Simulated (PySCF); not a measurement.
## Run report: CH8Ge2S2, spin–spin coupling calculation

System: CH8Ge2S2, SMILES C[S][GeH2][S][GeH3].
Method: mPW1PW91/pcSseg-0 indirect spin-spin coupling, non-relativistic, gas phase (PySCF 2.14.0).

The geometry comes from this level: GFN2-xTB. Figures and captions count atoms from 1; the log counts them from 0 in places.

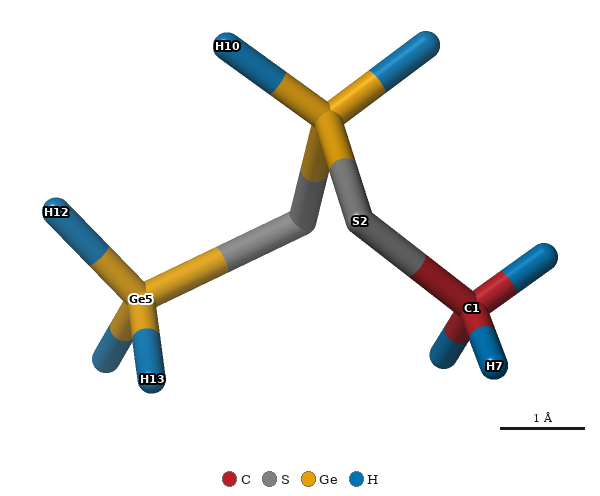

**Figure 1.** The structure (stick view, seen at a tilt; atoms are numbered from 1 in the order of the input). Sticks mark near contacts. Bond lengths as drawn: C–H 1.08 to 1.09 Å, C–S 1.83 Å, Ge–H 1.50 to 1.52 Å and Ge–S 2.20 to 2.23 Å.

**Input**
```
{"job": {"kind": "j", "xc": "mPW1PW91", "basis": "pcSseg-0"}, "charge": 0, "multiplicity": 1}
C     -2.253166    -0.696225    -0.828147
S     -1.519720     0.937618    -1.192301
Ge    -0.256884     1.170152     0.607723
S      1.053596    -0.595973     0.990880
Ge     2.434976    -0.398629    -0.715840
H     -1.467400    -1.439725    -0.717444
H     -2.880993    -0.942705    -1.677348
H     -2.853860    -0.638723     0.075160
H     -1.086563     1.279159     1.876441
H      0.550451     2.440900     0.429763
H      3.491534    -1.431138    -0.482570
H      3.042890     0.974707    -0.754937
H      1.740749    -0.658932    -2.022066
```

The first line tells a small driver script what to run in PySCF; the rest is the geometry in Å.

Run as:
```bash
OMP_NUM_THREADS=1 python <driver script> task.json out
```

**The program's output**
```
coarse grid: 52424 points
cycle   1  E = -4987.8718029390  dE = -1.914e+00  |g| = 3.849e-01  |ddm| = 3.634e+00
cycle   2  E = -4987.8638290704  dE =  7.974e-03  |g| = 4.092e-01  |ddm| = 1.470e+00
cycle   3  E = -4987.9179804606  dE = -5.415e-02  |g| = 4.603e-02  |ddm| = 8.182e-01
cycle   4  E = -4987.9185598689  dE = -5.794e-04  |g| = 1.932e-02  |ddm| = 1.216e-01
cycle   5  E = -4987.9186858231  dE = -1.260e-04  |g| = 4.120e-03  |ddm| = 4.345e-02
cycle   6  E = -4987.9186911327  dE = -5.310e-06  |g| = 5.716e-04  |ddm| = 8.305e-03
final grid: 103752 points
cycle   7  E = -4987.9186721182  dE = -3.886e-08  |g| = 6.240e-04  |ddm| = 2.331e-03
cycle   8  E = -4987.9186720736  dE =  4.466e-08  |g| = 7.513e-04  |ddm| = 1.853e-03
cycle   9  E = -4987.9186722286  dE = -1.550e-07  |g| = 5.572e-05  |ddm| = 9.629e-04
cycle  10  E = -4987.9186722295  dE = -9.322e-10  |g| = 9.894e-06  |ddm| = 1.099e-04
```

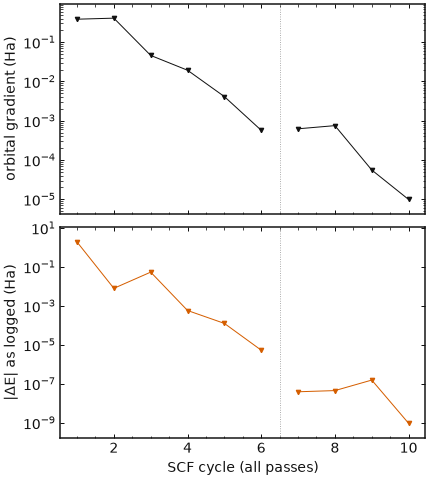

**Figure 2.** Convergence of the self-consistent field: orbital gradient and size of the energy change against the SCF cycle. The dotted line marks the change from a coarse to the final integration grid. The first 6 cycles use a coarse grid, the final grid takes over at cycle 7, and the field converges after 10 cycles in all.

```
converged SCF energy = -4987.9186722295

Indirect spin-spin couplings (Hz)
  i      j    bonds     total        FC       PSO       DSO        SD
  0 C    1 S    1    -24.910   -27.098     2.135     0.053         -
  0 C    3 S    3      0.591     0.643    -0.062     0.011         -
  0 C    5 H    1    153.582   151.598     1.011     0.974         -
  0 C    6 H    1    154.933   153.041     1.028     0.864         -
  0 C    7 H    1    150.582   148.564     1.089     0.930         -
  0 C    8 H    3      1.428     1.423     0.022    -0.017         -
  0 C    9 H    3      5.249     5.858     0.105    -0.713         -
  0 C   10 H    5     -0.170     0.066     0.040    -0.276         -
  0 C   11 H    5     -0.226     0.011     0.052    -0.288         -
  0 C   12 H    5      0.225     0.034    -0.031     0.222         -
  1 S    5 H    2      0.725     0.419     0.282     0.024         -
  1 S    6 H    2      8.214     7.621     0.581     0.011         -
  1 S    7 H    2      0.668     0.469     0.188     0.011         -
  1 S    8 H    2      0.472     0.674    -0.056    -0.146         -
  1 S    9 H    2     11.808    12.023    -0.112    -0.103         -
  3 S    6 H    4      0.166     0.230    -0.019    -0.046         -
  3 S    7 H    4      0.197     0.136     0.044     0.017         -
  3 S    8 H    2     14.679    14.806    -0.073    -0.055         -
  3 S    9 H    2     -1.487    -1.291    -0.078    -0.118         -
  3 S   10 H    2     12.586    12.553     0.116    -0.084         -
  3 S   11 H    2      0.087     0.094     0.116    -0.124         -
  3 S   12 H    2      0.897     0.861     0.161    -0.126         -
  5 H    6 H    2    -13.701   -12.881     1.088    -1.907         -
  5 H    7 H    2    -11.764   -11.141     1.079    -1.702         -
  5 H    8 H    4     -0.525    -0.035     0.094    -0.583         -
  5 H    9 H    4     -2.378    -0.105     0.365    -2.638         -
  5 H   10 H    6     -0.636    -0.011     0.021    -0.645         -
  5 H   11 H    6     -1.107    -0.010     0.138    -1.235         -
  5 H   12 H    6      1.516     0.006    -0.403     1.913         -
  6 H    7 H    2    -13.591   -12.650     1.119    -2.060         -
  6 H    8 H    4     -1.147    -0.298     0.346    -1.196         -
  6 H    9 H    4      1.088     2.839     0.417    -2.168         -
  6 H   10 H    6     -0.859    -0.015     0.199    -1.043         -
  6 H   11 H    6     -0.883     0.002     0.218    -1.103         -
  6 H   12 H    6      0.462    -0.007    -0.026     0.495         -
  7 H    8 H    4      1.545     0.352    -0.341     1.535         -
  7 H    9 H    4     -2.725    -0.418     0.385    -2.692         -
  7 H   10 H    6     -0.986    -0.015     0.216    -1.187         -
  7 H   11 H    6     -1.052     0.007     0.245    -1.304         -
  7 H   12 H    6     -0.156    -0.001     0.163    -0.318         -
  8 H    9 H    2      4.545     7.903     0.477    -3.834         -
  8 H   10 H    4      2.106     4.032     0.316    -2.242         -
  8 H   11 H    4     -1.770    -0.048     0.277    -1.999         -
  8 H   12 H    4     -2.502    -0.457     0.335    -2.381         -
  9 H   10 H    4     -1.938    -0.092     0.295    -2.141         -
  9 H   11 H    4      2.004    -0.243    -0.407     2.654         -
  9 H   12 H    4     -0.492    -0.026     0.060    -0.526         -
 10 H   11 H    2     -2.033     1.947     0.567    -4.547         -
 10 H   12 H    2     -1.043     2.860     0.556    -4.458         -
 11 H   12 H    2      3.246     6.797     0.495    -4.047         -
```

**Key numbers**

- outcome: converged
- total energy: −4987.918672 hartree
- HOMO: −7.26 eV
- LUMO: −0.64 eV
- dipole moment: 0.45 D
- hardware: 1 CPU thread, shared host
- wall time: 29 s
- peak memory: 0.78 GiB

**Notes**

Settings chosen away from the usual ones: mPW1PW91/pcSseg-0. Spin–orbit coupling is left out, which matters for the heavy atoms.
